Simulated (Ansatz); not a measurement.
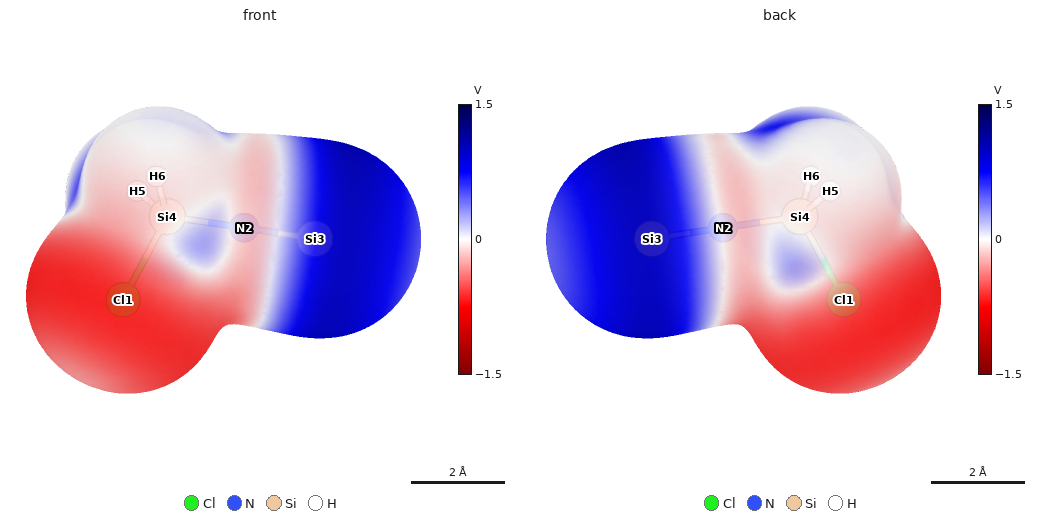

ClH2NSi2 (SMILES [Si]=N[SiH2]Cl). The electrostatic potential painted on the density surface at 0.001 e/bohr³, seen from the front and from behind; red is negative and blue positive.

Geometry: B3LYP/6-31G*.

Level of theory: Ansatz 0.2.0, isolated molecule in a Gaussian basis; Kohn-Sham density functional theory, functional PBE0.

Input

```
crystal:
  periodic: [false, false, false]
  atoms:
    - {symbol: Cl, position_ang: [-0.017140, 0.948230, -0.824417]}
    - {symbol: "N", position_ang: [-2.113443, -0.942036, -2.184632]}
    - {symbol: Si, position_ang: [-3.387295, -0.887212, -3.113316]}
    - {symbol: Si, position_ang: [-0.733763, -0.980119, -1.180599]}
    - {symbol: H, position_ang: [0.373500, -1.726067, -1.822928]}
    - {symbol: H, position_ang: [-1.054022, -1.559058, 0.145041]}
basis:
  gaussian: {orbitals: def2-TZVPD}
total_charge: 0
hamiltonian: {xc: {name: PBE0}}
output: {forces: true, orbitals: {seedname: orbitals}}
```

Command:

```sh
ansatz run input.yaml --threads 1 --pin off --max-ram 2610MiB --events-out events.jsonl --progress --plain --runs-dir runs
```

> Where is the surface potential most negative and most positive?

The most negative region (about −0.7 V) lies over Cl1, the most positive (about +1.0 V) over Si3.

> What dipole moment does the calculation give?

Its dipole moment is 3.04 D.
